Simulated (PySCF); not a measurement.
SMILES [NH4+] (charge +1), CAM-B3LYP/def2-SVP optimised geometry. Atoms within 1.6 Å of the plane z = 0.0 Å (x, y, z in Å): N1 (-0.34, -0.24, 0.00), H2 (-0.69, -0.73, 0.84), H3 (-0.69, 0.73, 0.00), H4 (0.69, -0.24, 0.00), H5 (-0.69, -0.73, -0.84).

Method: CAM-B3LYP/def2-TZVP in PySCF. Cells within 0.4 Å of a nucleus heavier than hydrogen are left out (blank, or x).

Map of the deformation density (molecule minus spherical neutral atoms) (e/bohr³) on the plane z = 0.0 Å:

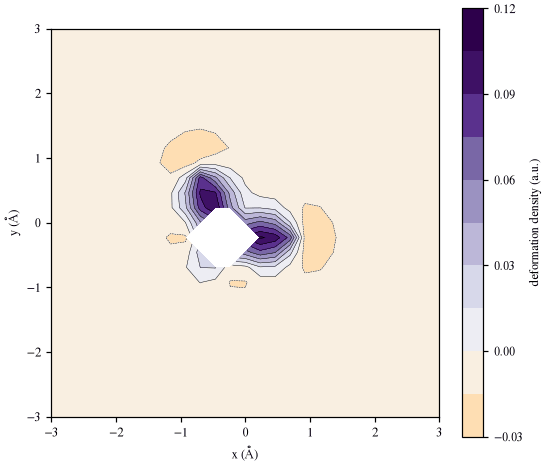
Figure. Deformation density (molecule minus spherical neutral atoms) (e/bohr³) on the plane z = 0.0 Å.
